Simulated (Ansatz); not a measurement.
```xyz
9

N    -0.3446    0.6876   -1.5877
Si   -0.2418    0.8272    0.1424
Si    0.6720   -1.1264    1.0581
H    -0.8863   -0.0560   -2.0093
H    -0.3914    1.5228   -2.1579
H     0.6221    2.0246    0.3900
H     2.0803   -1.4043    0.6456
H    -0.1604   -2.2908    0.6373
H     0.6266   -1.0411    2.5451
```

The calculation used UKS r2SCAN-D4/def2-mTZVP in Ansatz 0.2.0.

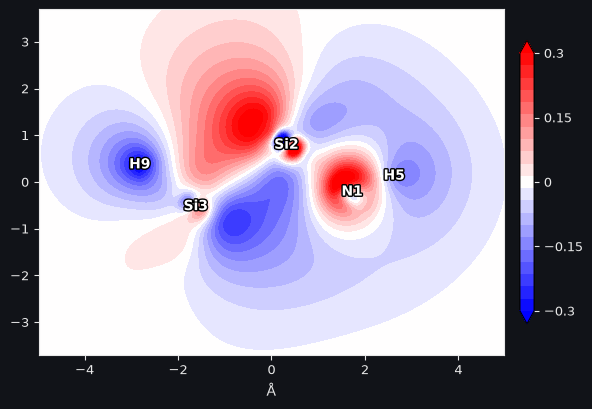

H6NSi2 (SMILES N[SiH][SiH3]) (doublet). One frontier orbital on the plane of atoms Si2, Si3 and H9 (values in Å⁻³ᐟ²; the overall sign is arbitrary).

Question: Which orbital is it: HOMO (α) or LUMO (α)?

Answer: The LUMO (α), at −0.63 eV. By Hirshfeld shares it lies mainly on Si2 (about 40 %), Si3 (about 20 %), N1 (about 10 %) and H5 (about 5 %).
